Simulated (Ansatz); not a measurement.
Geometry relaxation of CH$_{3}$Si$_{2}$

The run: geometry relaxation of CH$_{3}$Si$_{2}$, multiplicity 2, SMILES [Si]#C[SiH3]. Method and program: UKS PBE0-D4/def2-TZVP (Ansatz 0.2.0).

Figures and captions count atoms from 1; the log counts them from 0 in places.

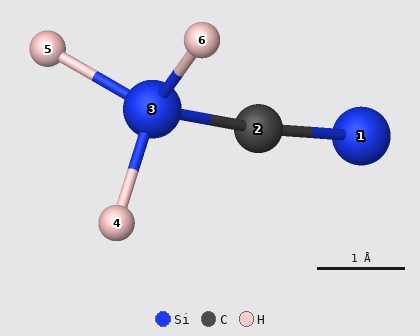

*The input geometry (ball-and-stick view, seen at a tilt; atoms are numbered from 1 in the order of the input).*

Bond lengths as drawn: C–Si 1.75 to 1.83 Å and H–Si 1.47 to 1.48 Å.

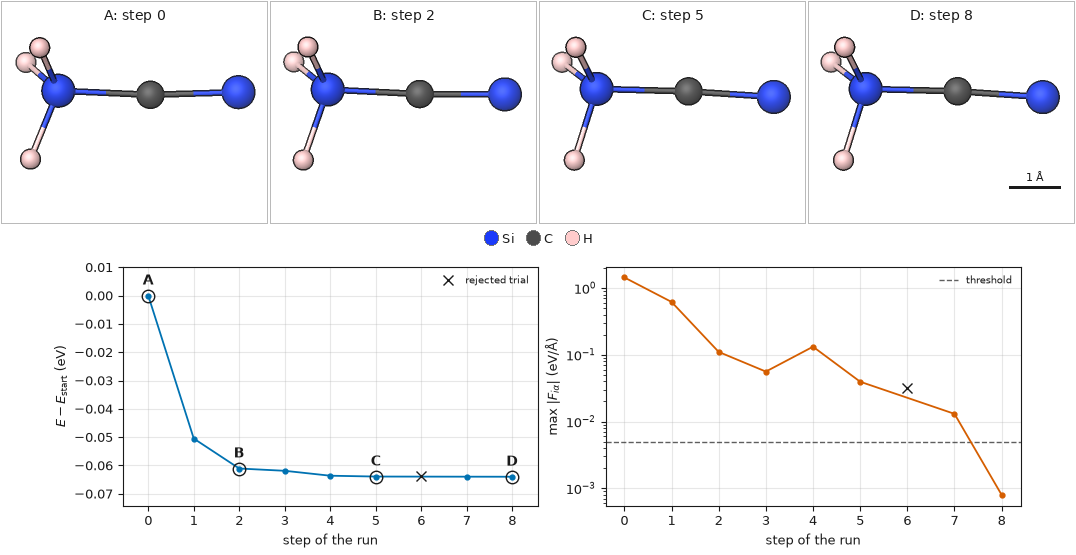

*Frames of the relaxation (ball-and-stick view, seen on its broad side) above the curves, on which the letters mark them (the first geometry is step 0 here and step 1 in the log).*

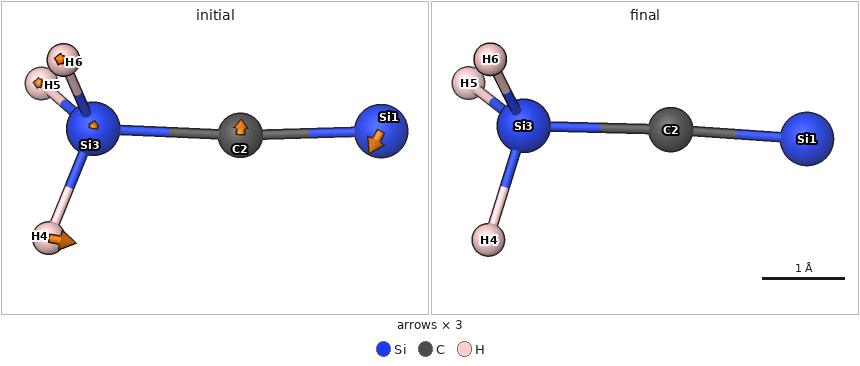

*Before (left) and after (right) the relaxation, at one scale (ball-and-stick view, seen on its broad side). The orange arrows give the displacements, magnified 3 times.*

After 8 geometry steps the energy has fallen by 0.064 eV. The largest force component goes from 1.4 to 0.0008 eV/Å. The line search rejected the trial step at point 6 (counted from 0) and went back. The atom that moves furthest after the best rigid fit is H4 (0.12 Å). Largest moves by element: H 0.12 Å, Si 0.11 Å, C 0.07 Å. Among the contacts that change: Si1–C2 1.749 → 1.694 Å, Si3–H4 1.475 → 1.490 Å, Si3–H5 1.475 → 1.488 Å, C2–Si3 1.830 → 1.826 Å. Among the angles that change: C2–Si3–H4 110.3° → 106.5°. (Atoms are counted from 1 in the order of the input.)

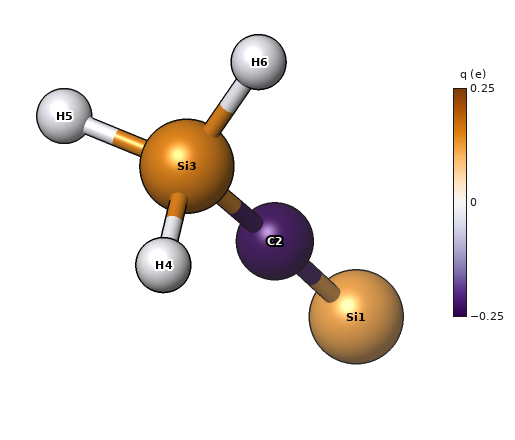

*Mulliken charges, as the colour of each atom (ball-and-stick view, seen at a tilt; atoms are numbered from 1 in the order of the input).*

By element: Si +0.13 to +0.16, C −0.24 and H −0.02 to −0.01 e.

The input that produced these results follows, with the program's output.

Input:
```yaml
crystal:
  periodic: [false, false, false]
  atoms:
    - {symbol: Si, position_ang: [0.849910, -2.558320, 1.162950]}
    - {symbol: C, position_ang: [0.300610, -1.066240, 0.435240]}
    - {symbol: Si, position_ang: [-0.182550, 0.559670, -0.251420]}
    - {symbol: H, position_ang: [-1.397690, 0.424970, -1.075790]}
    - {symbol: H, position_ang: [0.891270, 1.113000, -1.098220]}
    - {symbol: H, position_ang: [-0.461560, 1.526920, 0.827230]}
basis:
  gaussian: {orbitals: def2-TZVP}
magnetization: {spin_polarized: true, initial_magnetization: 1}
hamiltonian: {xc: pbe0, dispersion: d4}
relax: {f_tol: 0.005, max_steps: 200}
```

Launched with:
```bash
ansatz run in.yaml --threads 2 --pin off --events-out ev --progress --plain --max-ram 4352MiB
```

The program's output:
```
Functional definition: PBE0
  name "PBE0"
  cite "Adamo & Barone, J. Chem. Phys. 110, 6158 (1999) doi:10.1063/1.478522"
  cite "Perdew, Burke & Ernzerhof, Phys. Rev. Lett. 77, 3865 (1996) doi:10.1103/PhysRevLett.77.3865"
  parent pbe
  parameter a = 0.25
  parameter kappa = 0.804
  parameter beta = 0.06672455060314922
  exchange = (1 - a)*pbe_x(kappa = kappa, mu = beta*pi^2/3) + a*exact_x
  correlation = pbe_c(beta = beta)
848 factors; their error is unknown
mean field evaluation 1: about -16813.0412 eV, gradient 5.0e1 eV
mean field evaluation 2: about -16720.3662 eV, gradient 1.0e2 eV
mean field evaluation 4: about -16828.4552 eV, gradient 1.0e1 eV
mean field evaluation 8: about -16829.7976 eV, gradient 9.7e-1 eV
mean field evaluation 16: about -16829.8974 eV, gradient 5.4e-3 eV
mean field evaluation 32: about -16829.8973 eV, gradient 2.3e-2 eV
mean field evaluation 64: about -16829.8967 eV, gradient 7.5e-2 eV
mean field -16829.89742304 eV, -618.4873225824 hartree, gradient 3.4e-10 eV, S^2 0.758964; 6 other end points of the search recorded, 0 dependent functions left out
the calculation of the forces begins
reference -16829.89745232 eV, -618.4873236585 hartree; 19, 18 occupied and 104, 105 virtual orbitals, 848 factors
relax step   1: F+E_penalty+E_count = -16830.00924644 eV  Δ(F+E_penalty+E_count) = +0.000e0 eV  max|allowed force component| = 1.441e0 eV/Å  Δτ_max = 0.0000 Å  (300 SCF iters, accepted)
these checks for a lower state are left out or cut short: starts, cluster_reference, orbital_swaps, neighbouring_geometries, increment
848 factors; their error is unknown
mean field evaluation 96: about -16829.8793 eV, gradient 1.8e-2 eV
mean field -16829.94725033 eV, -618.4891537017 hartree, gradient 4.3e-8 eV, S^2 0.757686; 0 other end points of the search recorded, 0 dependent functions left out
the calculation of the forces begins
reference -16829.94727960 eV, -618.4891547771 hartree; 19, 18 occupied and 104, 105 virtual orbitals, 848 factors
relax step   2: F+E_penalty+E_count = -16830.05973285 eV  Δ(F+E_penalty+E_count) = -5.049e-2 eV  max|allowed force component| = 6.195e-1 eV/Å  Δτ_max = 0.0472 Å  (124 SCF iters, accepted)
these checks for a lower state are left out or cut short: starts, cluster_reference, orbital_swaps, neighbouring_geometries, increment
848 factors; their error is unknown
mean field evaluation 128: about -16829.9574 eV, gradient 8.1e-8 eV
mean field -16829.95740035 eV, -618.4895267080 hartree, gradient 8.1e-8 eV, S^2 0.756950; 0 other end points of the search recorded, 0 dependent functions left out
the calculation of the forces begins
reference -16829.95742956 eV, -618.4895277815 hartree; 19, 18 occupied and 104, 105 virtual orbitals, 848 factors
relax step   3: F+E_penalty+E_count = -16830.07031087 eV  Δ(F+E_penalty+E_count) = -1.058e-2 eV  max|allowed force component| = 1.104e-1 eV/Å  Δτ_max = 0.0302 Å  (111 SCF iters, accepted)
these checks for a lower state are left out or cut short: starts, cluster_reference, orbital_swaps, neighbouring_geometries, increment
848 factors; their error is unknown
mean field -16829.95818724 eV, -618.4895556256 hartree, gradient 9.6e-8 eV, S^2 0.756886; 0 other end points of the search recorded, 0 dependent functions left out
the calculation of the forces begins
reference -16829.95821645 eV, -618.4895566991 hartree; 19, 18 occupied and 104, 105 virtual orbitals, 848 factors
relax step   4: F+E_penalty+E_count = -16830.07111808 eV  Δ(F+E_penalty+E_count) = -8.072e-4 eV  max|allowed force component| = 5.604e-2 eV/Å  Δτ_max = 0.0083 Å  (110 SCF iters, accepted)
these checks for a lower state are left out or cut short: starts, cluster_reference, orbital_swaps, neighbouring_geometries, increment
848 factors; their error is unknown
mean field evaluation 160: about -16829.9599 eV, gradient 5.1e-8 eV
mean field -16829.95994864 eV, -618.4896203559 hartree, gradient 5.1e-8 eV, S^2 0.756775; 0 other end points of the search recorded, 0 dependent functions left out
the calculation of the forces begins
reference -16829.95997783 eV, -618.4896214286 hartree; 19, 18 occupied and 104, 105 virtual orbitals, 848 factors
relax step   5: F+E_penalty+E_count = -16830.07285374 eV  Δ(F+E_penalty+E_count) = -1.736e-3 eV  max|allowed force component| = 1.322e-1 eV/Å  Δτ_max = 0.0374 Å  (112 SCF iters, accepted)
these checks for a lower state are left out or cut short: starts, cluster_reference, orbital_swaps, neighbouring_geometries, increment
848 factors; their error is unknown
mean field -16829.96022055 eV, -618.4896303486 hartree, gradient 3.8e-8 eV, S^2 0.756725; 0 other end points of the search recorded, 0 dependent functions left out
the calculation of the forces begins
reference -16829.96024974 eV, -618.4896314211 hartree; 19, 18 occupied and 104, 105 virtual orbitals, 848 factors
relax step   6: F+E_penalty+E_count = -16830.07314861 eV  Δ(F+E_penalty+E_count) = -2.949e-4 eV  max|allowed force component| = 3.950e-2 eV/Å  Δτ_max = 0.0078 Å  (111 SCF iters, accepted)
these checks for a lower state are left out or cut short: starts, cluster_reference, orbital_swaps, neighbouring_geometries, increment
848 factors; their error is unknown
mean field evaluation 192: about -16829.9599 eV, gradient 6.9e-8 eV
mean field -16829.95989651 eV, -618.4896184402 hartree, gradient 5.6e-8 eV, S^2 0.756676; 0 other end points of the search recorded, 0 dependent functions left out
the calculation of the forces begins
reference -16829.95992568 eV, -618.4896195122 hartree; 19, 18 occupied and 104, 105 virtual orbitals, 848 factors
relax step   7: F+E_penalty+E_count = -16830.07284507 eV  Δ(F+E_penalty+E_count) = +3.035e-4 eV  max|allowed force component| = 3.144e-2 eV/Å  Δτ_max = 0.0206 Å  (108 SCF iters, rejected (line search))
these checks for a lower state are left out or cut short: starts, cluster_reference, orbital_swaps, neighbouring_geometries, increment
848 factors; their error is unknown
mean field -16829.96024247 eV, -618.4896311539 hartree, gradient 2.1e-6 eV, S^2 0.756698; 0 other end points of the search recorded, 0 dependent functions left out
the calculation of the forces begins
reference -16829.96027165 eV, -618.4896322263 hartree; 19, 18 occupied and 104, 105 virtual orbitals, 848 factors
relax step   8: F+E_penalty+E_count = -16830.07319591 eV  Δ(F+E_penalty+E_count) = -4.730e-5 eV  max|allowed force component| = 1.304e-2 eV/Å  Δτ_max = 0.0042 Å  (68 SCF iters, accepted)
these checks for a lower state are left out or cut short: starts, cluster_reference, orbital_swaps, neighbouring_geometries, increment
848 factors; their error is unknown
mean field evaluation 224: about -16829.9603 eV, gradient 3.0e-8 eV
mean field -16829.96027441 eV, -618.4896323278 hartree, gradient 3.4e-8 eV, S^2 0.756703; 0 other end points of the search recorded, 0 dependent functions left out
the calculation of the forces begins
reference -16829.96030359 eV, -618.4896334002 hartree; 19, 18 occupied and 104, 105 virtual orbitals, 848 factors
relax step   9: F+E_penalty+E_count = -16830.07321410 eV  Δ(F+E_penalty+E_count) = -1.820e-5 eV  max|allowed force component| = 7.971e-4 eV/Å  Δτ_max = 0.0014 Å  (98 SCF iters, accepted)
848 factors; their error is unknown
mean field evaluation 256: about -16829.7734 eV, gradient 1.4e0 eV
mean field -16829.96027441 eV, -618.4896323278 hartree, gradient 3.4e-8 eV, S^2 0.756703; 5 other end points of the search recorded, 0 dependent functions left out
the calculation of the forces begins
reference -16829.96030359 eV, -618.4896334002 hartree; 19, 18 occupied and 104, 105 virtual orbitals, 848 factors
Total energy: -16830.07324328 eV, -618.4937838573 hartree
Atom 0 at     0.761613    -2.558883     1.093761 Å, force     0.000061    -0.000109    -0.000008 eV/Å
Atom 1 at     0.351053    -1.036828     0.472867 Å, force     0.000080     0.000732    -0.000090 eV/Å
Atom 2 at    -0.152796     0.570138    -0.231833 Å, force    -0.000705     0.000745    -0.000797 eV/Å
Atom 3 at    -1.379057     0.312444    -1.038856 Å, force     0.000155    -0.000201     0.000209 eV/Å
Atom 4 at     0.893511     1.145039    -1.119710 Å, force     0.000391    -0.000738     0.000156 eV/Å
Atom 5 at    -0.474334     1.568089     0.823761 Å, force     0.000017    -0.000430     0.000531 eV/Å
Dipole moment:     0.028727    -0.095629     0.041115 e Å
```

Trajectory as extended XYZ (Å, eV, eV/Å), 9 frames, from step=1 to step=9:
```
6
Properties=species:S:1:pos:R:3:forces:R:3 step=1 energy=-16830.00925
Si    0.8499   -2.5583    1.1629   -0.5669   1.4405  -0.7351
C     0.3006   -1.0662    0.4352    0.5034  -1.4218   0.6958
Si   -0.1825    0.5597   -0.2514    0.1619  -0.1288   0.1353
H    -1.3977    0.4250   -1.0758   -0.2215  -0.1398  -0.1260
H     0.8913    1.1130   -1.0982    0.1750   0.0925  -0.1476
H    -0.4616    1.5269    0.8272   -0.0518   0.1573   0.1776
6
Properties=species:S:1:pos:R:3:forces:R:3 step=2 energy=-16830.05973
Si    0.8236   -2.5412    1.1398   -0.2558   0.6195  -0.3257
C     0.3035   -1.0637    0.4386    0.2427  -0.5864   0.3187
Si   -0.1706    0.5652   -0.2444    0.0513  -0.0846   0.0435
H    -1.3956    0.3791   -1.0647   -0.0532  -0.0372  -0.0294
H     0.9024    1.1215   -1.1070    0.0283   0.0398  -0.0358
H    -0.4634    1.5391    0.8376   -0.0133   0.0489   0.0288
6
Properties=species:S:1:pos:R:3:forces:R:3 step=3 energy=-16830.07031
Si    0.8018   -2.5348    1.1230   -0.0059  -0.0814   0.0113
C     0.3116   -1.0631    0.4465    0.0238   0.1104  -0.0028
Si   -0.1610    0.5630   -0.2383   -0.0171  -0.0031  -0.0140
H    -1.3897    0.3512   -1.0550    0.0051  -0.0068   0.0044
H     0.9006    1.1345   -1.1106   -0.0021  -0.0105  -0.0015
H    -0.4634    1.5492    0.8343   -0.0038  -0.0085   0.0026
6
Properties=species:S:1:pos:R:3:forces:R:3 step=4 energy=-16830.07112
Si    0.7956   -2.5374    1.1187   -0.0129  -0.0480  -0.0008
C     0.3169   -1.0575    0.4496    0.0347   0.0560   0.0156
Si   -0.1592    0.5657   -0.2374   -0.0234  -0.0127  -0.0151
H    -1.3875    0.3448   -1.0524    0.0033   0.0003   0.0027
H     0.9006    1.1341   -1.1139   -0.0051   0.0031   0.0055
H    -0.4663    1.5502    0.8355    0.0034   0.0013  -0.0079
6
Properties=species:S:1:pos:R:3:forces:R:3 step=5 energy=-16830.07285
Si    0.7684   -2.5556    1.1006   -0.0359   0.1070  -0.0495
C     0.3434   -1.0390    0.4667    0.0497  -0.1322   0.0631
Si   -0.1540    0.5703   -0.2340   -0.0205   0.0077  -0.0107
H    -1.3815    0.3178   -1.0423    0.0116   0.0091   0.0068
H     0.8954    1.1437   -1.1192   -0.0041   0.0050   0.0000
H    -0.4718    1.5629    0.8281   -0.0008   0.0034  -0.0096
6
Properties=species:S:1:pos:R:3:forces:R:3 step=6 energy=-16830.07315
Si    0.7635   -2.5578    1.0965   -0.0098   0.0312  -0.0144
C     0.3497   -1.0374    0.4711    0.0130  -0.0395   0.0181
Si   -0.1523    0.5703   -0.2322   -0.0168   0.0016  -0.0102
H    -1.3792    0.3163   -1.0400    0.0041  -0.0031   0.0039
H     0.8937    1.1435   -1.1215    0.0007   0.0064   0.0084
H    -0.4754    1.5651    0.8262    0.0090   0.0034  -0.0057
6
Properties=species:S:1:pos:R:3:forces:R:3 step=7 energy=-16830.07284 accepted=F
Si    0.7552   -2.5640    1.0853    0.0005   0.0037  -0.0006
C     0.3530   -1.0353    0.4750    0.0099   0.0242   0.0108
Si   -0.1501    0.5734   -0.2276   -0.0053  -0.0314  -0.0144
H    -1.3744    0.2982   -1.0314   -0.0088   0.0201  -0.0097
H     0.8931    1.1480   -1.1192    0.0038  -0.0068  -0.0008
H    -0.4769    1.5797    0.8178   -0.0001  -0.0098   0.0147
6
Properties=species:S:1:pos:R:3:forces:R:3 step=8 energy=-16830.07320
Si    0.7617   -2.5580    1.0937    0.0040  -0.0130   0.0055
C     0.3513   -1.0364    0.4728   -0.0061   0.0092  -0.0064
Si   -0.1537    0.5699   -0.2326    0.0087   0.0024   0.0058
H    -1.3801    0.3122   -1.0395    0.0024   0.0020   0.0009
H     0.8941    1.1448   -1.1186   -0.0036  -0.0009  -0.0045
H    -0.4732    1.5675    0.8241   -0.0054   0.0003  -0.0013
6
Properties=species:S:1:pos:R:3:forces:R:3 step=9 energy=-16830.07321
Si    0.7616   -2.5589    1.0938    0.0001  -0.0001   0.0000
C     0.3511   -1.0368    0.4729    0.0001   0.0007  -0.0001
Si   -0.1528    0.5701   -0.2318   -0.0007   0.0007  -0.0008
H    -1.3791    0.3124   -1.0389    0.0002  -0.0002   0.0002
H     0.8935    1.1450   -1.1197    0.0004  -0.0007   0.0002
H    -0.4743    1.5681    0.8238    0.0000  -0.0004   0.0005
```

Key numbers:

| quantity | value |
| --- | --- |
| outcome | converged |
| total energy | −16830.0732 eV |
| mean-field energy | −16829.9603 eV |
| dispersion energy | −0.1129 eV |
| ⟨S²⟩ | 0.757 |
| SCF solution under orbital rotations | stable |
| largest force (length of the vector) at the end | 0.001 eV/Å |
| dipole moment | 0.52 D |
| hardware | 2 threads of Arm Neoverse V1, 23 GiB of memory available, shared host |
| wall time | 1.9 min (CPU time 3.7 min) |
| peak memory | 0.36 GiB |
